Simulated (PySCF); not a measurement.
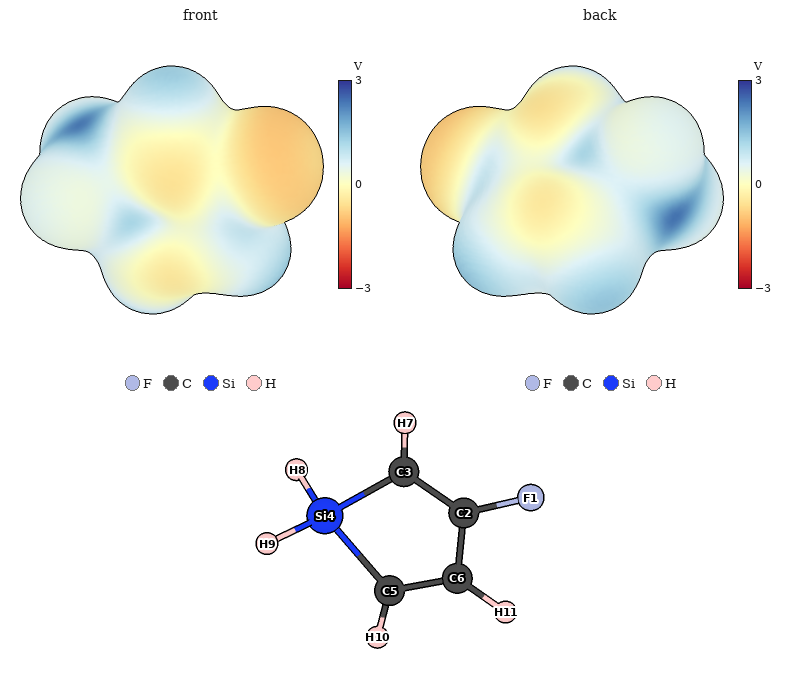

*C4H5FSi (SMILES FC1=C[SiH2]C=C1). The molecular electrostatic potential painted on the density surface at 0.004 e/bohr³, seen from the front and from behind; the colour scale runs from red (negative) to blue (positive). The bare structure is drawn below in the same view.*

Geometry: GFN2-xTB.

Method: PySCF 2.14.0, PBE0/pcSseg-1, SCF density, gas phase, non-relativistic.

Input file:

```
{"job": {"kind": "nmr", "xc": "PBE0", "basis": "pcSseg-1"}, "charge": 0, "multiplicity": 1}
F      2.617441     0.010779     0.321450
C      1.279170    -0.045215     0.156971
C      0.587772    -1.184686     0.092866
Si    -1.225666    -0.737425    -0.140578
C     -0.759184     1.095334    -0.117415
C      0.561880     1.215703     0.044767
H      1.059586    -2.147456     0.169418
H     -2.063420    -1.125757     0.993163
H     -1.761559    -1.173771    -1.429289
H     -1.404027     1.952297    -0.213054
H      1.113431     2.142867     0.095738
```

Launched as:

```sh
OMP_NUM_THREADS=1 python probes_run.py task.json out
```

**Which sites attract a positive test charge, and which a negative one?**

A positive charge is drawn to the negative regions and a negative charge to the positive ones. The most negative region (about −0.9 V) lies over F1, the most positive (about +2.2 V) over Si4.

**How polar is the molecule by this calculation?**

Its dipole moment is 1.62 D.
